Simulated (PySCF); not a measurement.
## Electronic structure of CH9FNSi4 (doublet) in real space

```csv
atom,x (Å),y (Å),z (Å)
F,2.7160,-2.4840,-0.2149
Si,2.0772,-1.1778,0.4956
Si,0.1224,-0.7688,-0.6240
C,-1.5294,-1.1848,0.2550
Si,-1.9154,0.6806,0.3080
N,-0.3679,0.9220,-0.4737
Si,0.4061,2.3892,-0.9658
H,3.1627,-0.2040,0.3871
H,1.9952,-1.5913,1.8980
H,0.0955,-1.1369,-2.0534
H,-2.2280,-1.7755,-0.3292
H,-1.4428,-1.6643,1.2261
H,-1.9497,1.2853,1.6398
H,-3.0266,1.1444,-0.5199
H,0.0301,3.4424,-0.0244
H,1.8468,2.1327,-1.0156
```

Geometry: GFN2-xTB.

All numbers below come from UKS B3LYP, pcH-1 on C F H N Si, non-relativistic, mean-field spin-orbit, GIAO in PySCF.

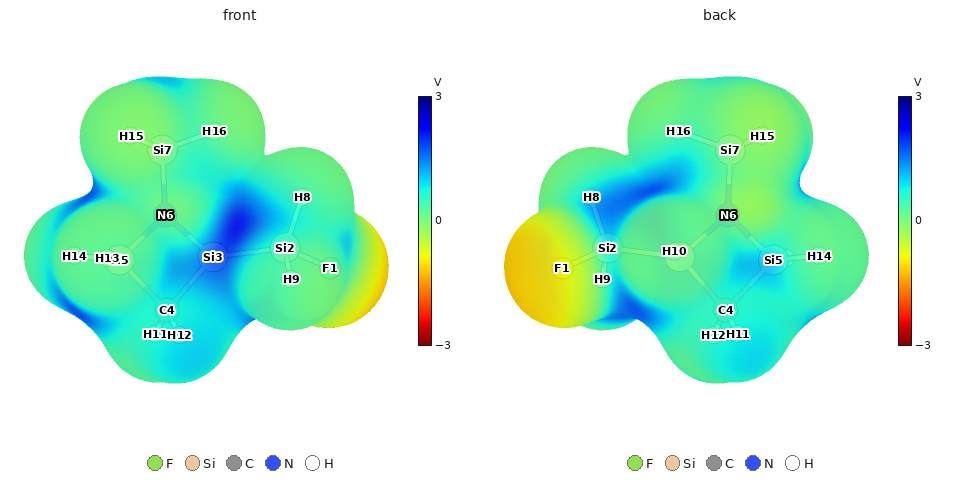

Figure 1. The electrostatic potential painted on the density surface at 0.002 e/bohr³, seen from the front and from behind; red is negative and blue positive.

> Describe the electrostatic potential map.

The most negative region (about −1.2 V) lies over F1, the most positive (about +2.0 V) over Si2.

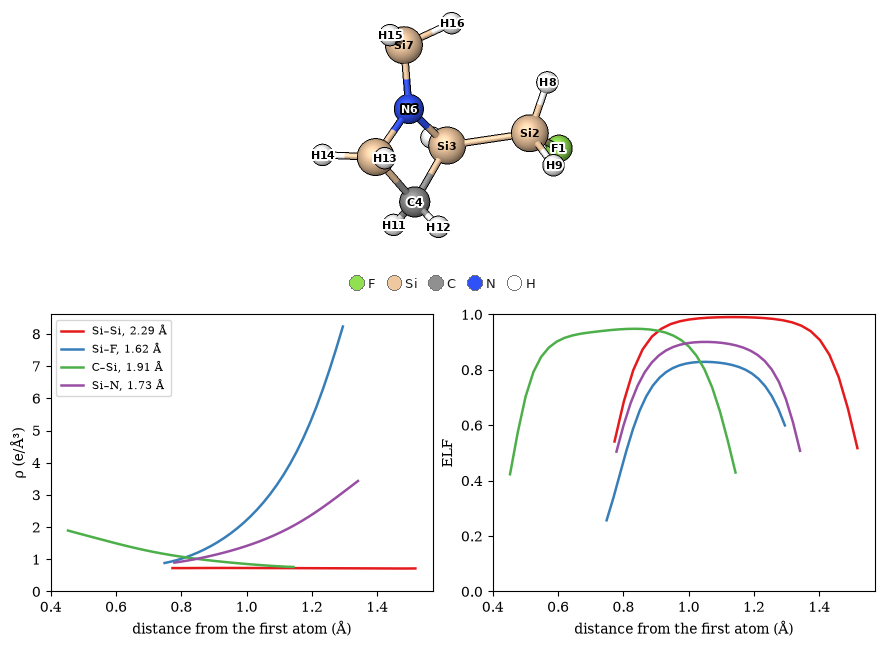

Figure 2. Electron density and electron localisation function along straight lines between neighbouring atoms. The curves leave out the atomic cores. The structure is drawn too.

> Compare the contacts.

Si–Si (2.29 Å): ρ is about 0.73 e/Å³ halfway; the ELF peaks at about 1 between the atoms (localised, covalent bonding).
Si–F (1.62 Å): ρ at the midpoint is about 1 e/Å³; the ELF peaks at about 0.85 in the valence shell of F, 0.6 Å from its nucleus, and is about 0.50 at the midpoint.
C–Si (1.91 Å): the density is about 0.9 e/Å³ at the midpoint; the ELF peaks at about 0.95 between the atoms: localised, covalent bonding.
Si–N (1.73 Å): ρ is about 1.1 e/Å³ halfway; the ELF peaks at about 0.90 between the atoms: a polar covalent bond.
